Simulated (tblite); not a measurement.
# Run report: C2H7OP2Si2, geometry relaxation (part 2 of 2)

The same run, continued: C2H7OP2Si2, multiplicity 2, SMILES CC(=O)[Si]1P[SiH2]P1; GFN2-xTB geometry optimisation, gas phase (tblite 0.8.0). It belongs to a series of runs on one base structure; here: H removed from Si.

Geometry of the input (Å):
```
C  -2.1115  0.9046  0.2731
C  -1.8557  -0.2028  -0.7156
O  -2.5775  -0.4024  -1.6567
Si -0.3574  -1.2395  -0.3791
P  1.4547  -0.5949  -1.4658
Si 2.2035  0.4182  0.3184
P  0.7047  -0.6840  1.5003
H  -2.9841  1.4684  -0.1027
H  -1.2270  1.5465  0.4090
H  -2.3979  0.4589  1.2717
H  2.2480  -1.7768  -1.7648
H  3.5758  0.0878  0.6518
H  1.9982  1.8796  0.3856
H  1.3255  -1.8643  2.0929
```

Trajectory as extended XYZ, continued
```
14
Properties=species:S:1:pos:R:3:forces:R:3 step=88 energy=-553.64838
C    -2.4447    0.7482    0.3209    0.0030  -0.0150   0.0030
C    -1.8386   -0.1016   -0.7568    0.0040  -0.0030  -0.0050
O    -2.3357   -0.2779   -1.8409    0.0100   0.0060   0.0280
Si   -0.1689   -0.9764   -0.3014   -0.0020  -0.0060  -0.0050
P     1.5406   -0.3366   -1.6709    0.0100   0.0000   0.0080
Si    2.5102    0.1853    0.3136   -0.0020   0.0010   0.0000
P     0.7148   -0.1374    1.6473   -0.0140   0.0100   0.0070
H    -3.5142    0.8703    0.1634   -0.0070   0.0080  -0.0100
H    -1.9692    1.7278    0.2726   -0.0040   0.0080   0.0190
H    -2.2428    0.3258    1.3031   -0.0120   0.0020  -0.0170
H     2.1037   -1.5994   -1.7672    0.0150  -0.0120  -0.0290
H     3.6498   -0.6627    0.6520   -0.0080  -0.0110  -0.0020
H     2.8857    1.5962    0.3292   -0.0120  -0.0090   0.0020
H     1.1085   -1.3622    2.1529    0.0180   0.0200   0.0000
14
Properties=species:S:1:pos:R:3:forces:R:3 step=99 energy=-553.65133
C    -2.5085    0.7072    0.3321   -0.0130  -0.0030   0.0010
C    -1.8262   -0.0702   -0.7546   -0.0200  -0.0040  -0.0220
O    -2.2813   -0.2198   -1.8615    0.0120   0.0010   0.0080
Si   -0.1448   -0.9098   -0.2905    0.0110  -0.0010   0.0100
P     1.5659   -0.3036   -1.6698   -0.0110   0.0080  -0.0130
Si    2.5737    0.1432    0.3123    0.0000   0.0280  -0.0110
P     0.7418   -0.0123    1.6273    0.0200  -0.0020  -0.0180
H    -3.5850    0.7219    0.1729   -0.0010   0.0080   0.0020
H    -2.1399    1.7318    0.2877    0.0100   0.0090   0.0080
H    -2.2660    0.3043    1.3123   -0.0010  -0.0150  -0.0020
H     2.0917   -1.5756   -1.8355   -0.0010   0.0010   0.0020
H     3.6276   -0.8141    0.6371   -0.0040  -0.0040   0.0280
H     3.0790    1.5136    0.3307   -0.0060  -0.0250  -0.0040
H     1.0714   -1.2171    2.2174    0.0030  -0.0010   0.0120
14
Properties=species:S:1:pos:R:3:forces:R:3 step=110 energy=-553.65271
C    -2.5299    0.6868    0.3359   -0.0110   0.0100  -0.0010
C    -1.8212   -0.0590   -0.7561   -0.0010  -0.0020   0.0030
O    -2.2540   -0.1917   -1.8736   -0.0030   0.0020  -0.0070
Si   -0.1369   -0.8885   -0.2815    0.0060  -0.0040   0.0010
P     1.5636   -0.2864   -1.6754    0.0090  -0.0060   0.0030
Si    2.5939    0.1298    0.3011   -0.0070  -0.0050   0.0110
P     0.7577    0.0390    1.6152    0.0020   0.0040   0.0010
H    -3.6058    0.6790    0.1711    0.0080   0.0020  -0.0030
H    -2.1871    1.7217    0.3093    0.0090  -0.0180   0.0070
H    -2.2829    0.2738    1.3107   -0.0060  -0.0040   0.0040
H     2.0837   -1.5576   -1.8667   -0.0130   0.0060   0.0020
H     3.5916   -0.8751    0.6604    0.0100   0.0090  -0.0060
H     3.1564    1.4760    0.3175    0.0080  -0.0040  -0.0030
H     1.0702   -1.1483    2.2502   -0.0100   0.0100  -0.0120
14
Properties=species:S:1:pos:R:3:forces:R:3 step=121 energy=-553.65370
C    -2.5551    0.6610    0.3418   -0.0180  -0.0020   0.0030
C    -1.8206   -0.0498   -0.7560    0.0100   0.0100   0.0100
O    -2.2343   -0.1626   -1.8826   -0.0110  -0.0090  -0.0170
Si   -0.1288   -0.8566   -0.2758    0.0130  -0.0120   0.0000
P     1.5736   -0.2734   -1.6707    0.0010   0.0100  -0.0270
Si    2.6217    0.1173    0.3013   -0.0160  -0.0170  -0.0160
P     0.7725    0.1023    1.5991   -0.0050   0.0120   0.0160
H    -3.6273    0.6507    0.1558   -0.0010   0.0020   0.0010
H    -2.2180    1.6973    0.3467    0.0110   0.0100   0.0130
H    -2.3239    0.2261    1.3111   -0.0030  -0.0070  -0.0080
H     2.0638   -1.5501   -1.8939    0.0060  -0.0010   0.0170
H     3.5758   -0.9229    0.6745    0.0210  -0.0130  -0.0010
H     3.2474    1.4346    0.3002   -0.0010   0.0110   0.0060
H     1.0525   -1.0744    2.2667   -0.0060   0.0050   0.0040
14
Properties=species:S:1:pos:R:3:forces:R:3 step=132 energy=-553.65781
C    -2.5499    0.6483    0.3503    0.0180   0.0060  -0.0210
C    -1.8236   -0.0569   -0.7568   -0.0170  -0.0070  -0.0210
O    -2.2468   -0.1766   -1.8793   -0.0110   0.0120   0.0100
Si   -0.1272   -0.8562   -0.2829    0.0020  -0.0170   0.0080
P     1.5770   -0.2965   -1.6860   -0.0040   0.0230  -0.0290
Si    2.6164    0.1308    0.2819    0.0300  -0.0010   0.0260
P     0.7633    0.1433    1.5727   -0.0020  -0.0110   0.0320
H    -3.5955    0.7989    0.0901    0.0040   0.0210   0.0050
H    -2.0733    1.6173    0.5014   -0.0230  -0.0130   0.0000
H    -2.4589    0.0887    1.2780   -0.0030  -0.0120   0.0040
H     2.0667   -1.5779   -1.8795    0.0130  -0.0090   0.0120
H     3.5759   -0.8963    0.6814   -0.0020  -0.0060  -0.0130
H     3.2374    1.4513    0.2787   -0.0040   0.0010  -0.0210
H     1.0378   -1.0185    2.2678    0.0000   0.0120   0.0080
14
Properties=species:S:1:pos:R:3:forces:R:3 step=143 energy=-553.65994
C    -2.5630    0.6252    0.3564    0.0040   0.0050  -0.0120
C    -1.8261   -0.0543   -0.7595   -0.0060  -0.0030   0.0000
O    -2.2481   -0.1691   -1.8825    0.0070   0.0030   0.0020
Si   -0.1196   -0.8355   -0.2827   -0.0040  -0.0050   0.0170
P     1.5858   -0.2971   -1.6939   -0.0130  -0.0120   0.0020
Si    2.6303    0.1347    0.2708    0.0030  -0.0040   0.0090
P     0.7718    0.2045    1.5542    0.0170  -0.0010  -0.0020
H    -3.5680    0.8993    0.0435   -0.0110   0.0060   0.0040
H    -2.0127    1.5217    0.6400   -0.0050  -0.0070   0.0060
H    -2.5982   -0.0281    1.2256    0.0020   0.0030  -0.0090
H     2.0666   -1.5858   -1.8622    0.0050   0.0030  -0.0110
H     3.5574   -0.9217    0.6707    0.0060   0.0050   0.0030
H     3.2894    1.4354    0.2395    0.0010   0.0070   0.0010
H     1.0339   -0.9298    2.2981   -0.0050   0.0010  -0.0100
14
Properties=species:S:1:pos:R:3:forces:R:3 step=154 energy=-553.66076
C    -2.5856    0.6067    0.3584    0.0040   0.0040   0.0300
C    -1.8257   -0.0457   -0.7569    0.0120  -0.0090   0.0080
O    -2.2307   -0.1528   -1.8864    0.0100  -0.0020  -0.0150
Si   -0.1157   -0.8139   -0.2648    0.0050  -0.0050  -0.0020
P     1.5844   -0.2984   -1.6914   -0.0020  -0.0070  -0.0020
Si    2.6525    0.1252    0.2617    0.0000   0.0030   0.0030
P     0.7947    0.2620    1.5409    0.0060  -0.0020  -0.0050
H    -3.5630    0.9424    0.0182    0.0080   0.0010   0.0060
H    -2.0096    1.4550    0.7268   -0.0190  -0.0040  -0.0030
H    -2.6917   -0.0977    1.1818   -0.0090   0.0120  -0.0200
H     2.0610   -1.5862   -1.8793   -0.0150   0.0040   0.0030
H     3.5516   -0.9502    0.6764   -0.0010   0.0080   0.0010
H     3.3469    1.4076    0.2134   -0.0020  -0.0030   0.0040
H     1.0302   -0.8544    2.3192    0.0020  -0.0020  -0.0070
14
Properties=species:S:1:pos:R:3:forces:R:3 step=165 energy=-553.66206
C    -2.5995    0.5985    0.3598   -0.0020   0.0000   0.0000
C    -1.8165   -0.0442   -0.7459   -0.0030   0.0060  -0.0020
O    -2.2017   -0.1501   -1.8827    0.0000   0.0080  -0.0040
Si   -0.1099   -0.8091   -0.2423   -0.0060  -0.0020   0.0070
P     1.5739   -0.3106   -1.6913    0.0000   0.0030  -0.0020
Si    2.6633    0.1308    0.2472   -0.0010  -0.0060  -0.0020
P     0.8156    0.2928    1.5374    0.0040   0.0040   0.0040
H    -3.5221    1.0326   -0.0193   -0.0010  -0.0050  -0.0040
H    -1.9922    1.3678    0.8341   -0.0010  -0.0080   0.0010
H    -2.8251   -0.1545    1.1128   -0.0010   0.0040  -0.0010
H     2.0396   -1.6022   -1.8768    0.0040  -0.0040   0.0050
H     3.5558   -0.9449    0.6743    0.0040   0.0020  -0.0030
H     3.3667    1.4075    0.1837   -0.0030   0.0000  -0.0040
H     1.0512   -0.8148    2.3269    0.0070  -0.0040   0.0060
```

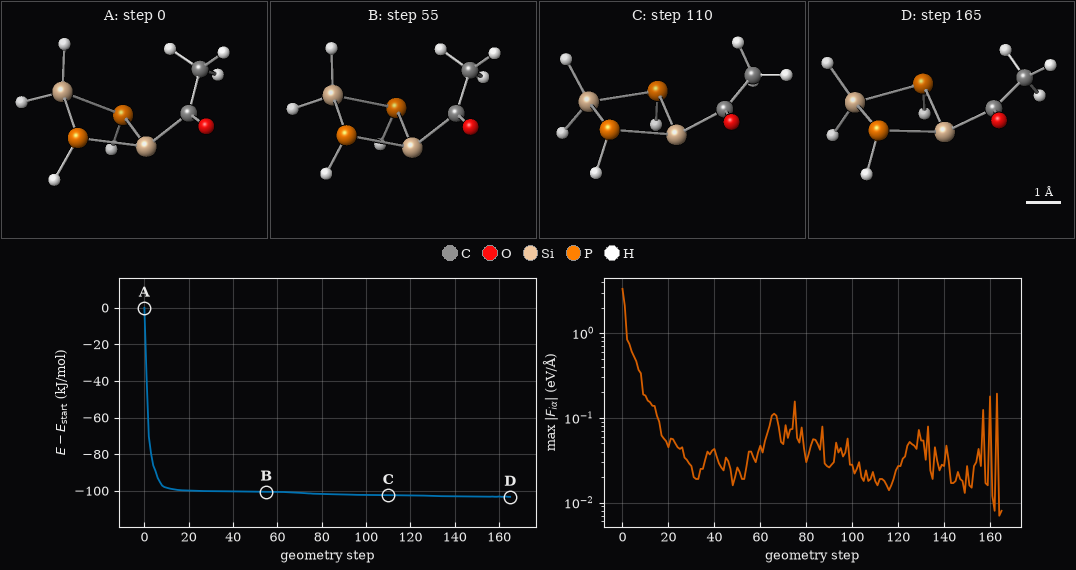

Frames of the relaxation (ball-and-stick view, seen at a tilt) above the curves, on which the letters mark them (steps are counted from 0).

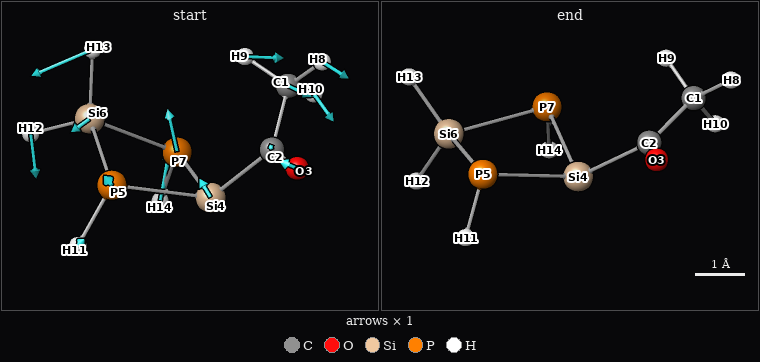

Before (left) and after (right) the relaxation, at one scale (ball-and-stick view, seen at a tilt). The teal arrows give the displacements, at true length. After 165 geometry steps the energy has fallen by 103.3 kJ/mol. The largest force component goes from 3.3 to 0.008 eV/Å. H13 moves most after the best rigid fit: 1.46 Å. Largest moves by element: H 1.46 Å, P 0.98 Å, C 0.59 Å, Si 0.54 Å, O 0.50 Å. Among the contacts that change: C2–Si4 1.853 → 1.937 Å, P5–Si6 2.184 → 2.267 Å, P7–H14 1.459 → 1.380 Å, P5–H11 1.455 → 1.385 Å. Among the angles that change: Si6–P5–H11 111.0° → 97.7°, Si4–P7–H14 110.1° → 97.3°, Si6–P7–H14 109.4° → 97.4°. (Atoms are counted from 1 in the order of the input.)

Results in brief

- outcome: converged
- total energy: −553.6621 eV
- hardware: 1 CPU thread, shared host
- wall time: 1.6 s
- peak memory: 0.18 GiB
